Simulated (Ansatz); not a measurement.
```xyz
12
Lattice="4.9091 4.9091 0.0000 -4.9091 4.9091 0.0000 0.0000 0.0000 4.1504" Properties=species:S:1:pos:R:3 pbc="T T T"
W     0.0000    0.0000    0.0000
W     0.0000    4.9091    0.0000
W    -2.4545    2.4545    2.0752
W     2.4545    2.4545    2.0752
F     1.5235    1.5235    0.0000
F     1.5235    6.4325    0.0000
F    -1.5235    3.3856    0.0000
F     3.3856    3.3856    0.0000
F    -0.9311    0.9311    2.0752
F    -0.9311    5.8401    2.0752
F    -3.9780    3.9780    2.0752
F     0.9311    3.9780    2.0752
```

Space group P4₂/mnm; started from the rutile prototype, which need not be the ambient phase; Hubbard U of 6.2 eV on W d only; spin-polarised.

Theory: Ansatz, DFT PBE+U, scalar-relativistic, plane waves, PAW.

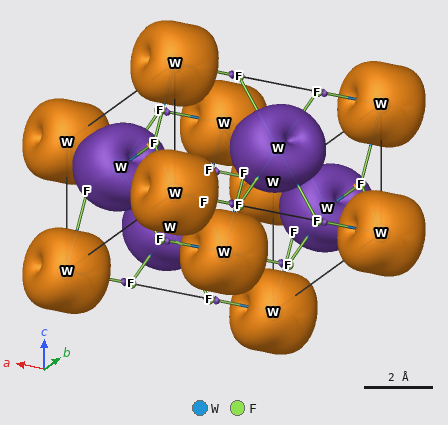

WF₂. Isosurfaces of the spin density (up minus down) at +0.1 (orange) and −0.1 e/Å³ (purple), seen at an oblique angle. Sticks mark near contacts.

Core electrons are frozen (PAW), and the valence fields are smoothed inside the atomic spheres.

Question: Describe the spin distribution.

Answer: The spin density sits on W: +2.1 μB (×2) and −2.1 μB (×2) in one cell of 12 atoms: antiferromagnetic in this solution, which needn't be the ground state, with some nearest magnetic neighbours parallel and some opposed. The cell of the calculation (6 atoms) carries 0.0 μB of net spin moment.
